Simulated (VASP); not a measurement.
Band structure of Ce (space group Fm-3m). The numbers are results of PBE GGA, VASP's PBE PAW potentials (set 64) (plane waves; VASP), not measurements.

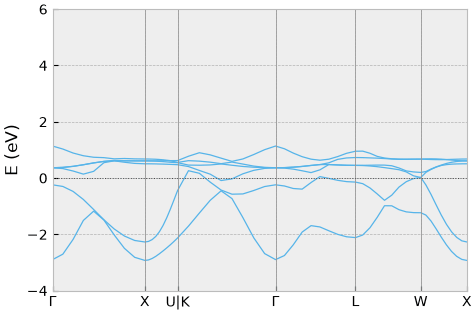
Bands along high-symmetry lines, zero at the valence-band maximum or, without a gap, the Fermi level

Read the plot: is there a gap, and where are the band edges?

It has no gap at this level: it comes out as a metal or semimetal.

The structure comes from a computed database's Ce entry; how it stands against other phases isn't given here. The cell was not relaxed at this level. The run is not spin-polarised, so no magnetic state was tried.
